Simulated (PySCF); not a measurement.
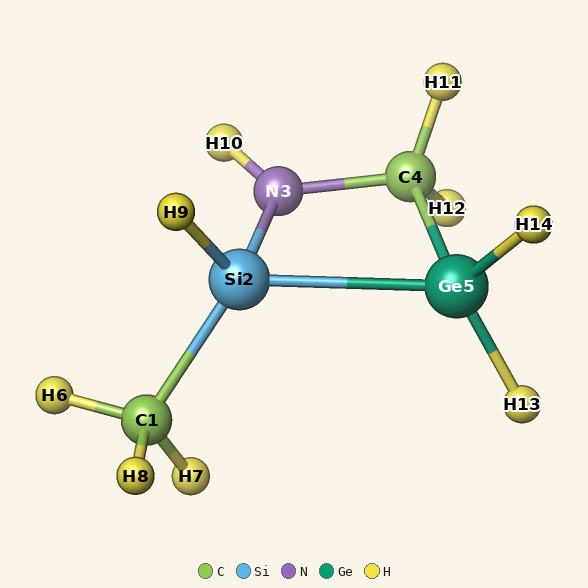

Atoms fade into the background with distance from the viewer. The geometry was computed by an optimisation with PBE0-D3(BJ)/def2-SVP. No frequency run is at hand to confirm it as a minimum.

**What is the conformation of the ring Si2–N3–C4–Ge5?**

It is planar. The Cremer–Pople amplitude Q is 0.05 Å.

**Give the torsion angles round the ring, beginning with the bond from its second to its third atom.**

5°, −3°, 3°, −4°.
